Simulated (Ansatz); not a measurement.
A periodic structure is given below.

```
CELL_PARAMETERS angstrom
2.73697 0.00000 0.00000
0.00000 2.73697 0.00000
0.00000 0.00000 20.80598
ATOMIC_POSITIONS crystal
Ir 0.50000 0.50000 0.36047
Ir 0.00000 0.00000 0.45349
Ir 0.50000 0.50000 0.54651
Ir 0.00000 0.00000 0.63953
```

> Interpret the file: composition, symmetry and coordination.

The element is iridium. The cell holds four atoms. Ir takes two kinds of site: two a cell with eight Ir at 2.74 Å; two a cell with twelve Ir in a cuboctahedral arrangement at 2.74 Å. The bonds build Ir layers parallel to (001).

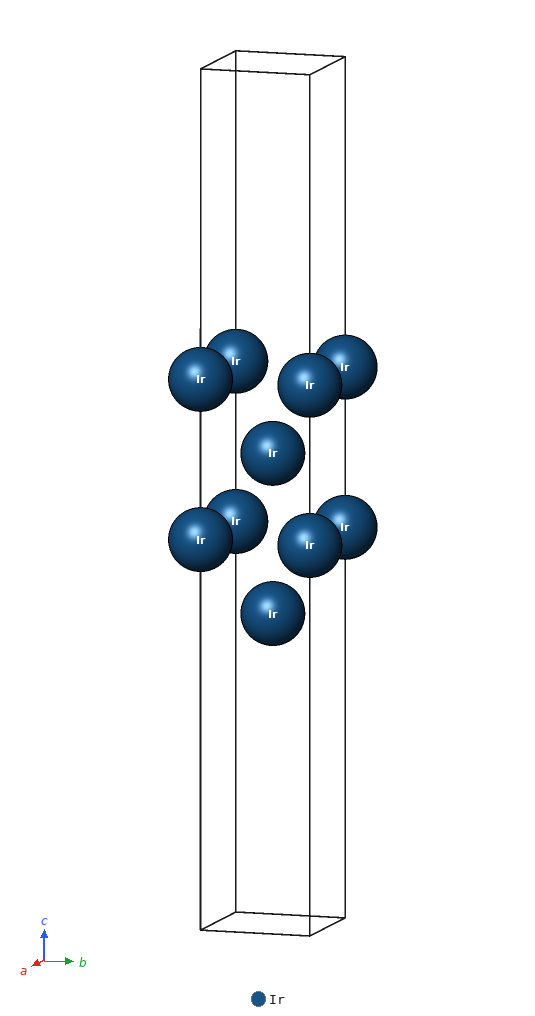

View slightly off an axis, drawn as a spheres-only model. The wireframe shows the simulation cell. Colours: iridium blue.

The structure comes from the standard structure of this element; a slab was cut from it. Earlier steps of the study may have refined or changed the cell and positions. It was the input of a calculation with Ansatz.

At this level of theory the cell isn't at rest (forces up to 0.8 eV/Å), so its distances can differ from those at equilibrium, the more so the softer the solid.
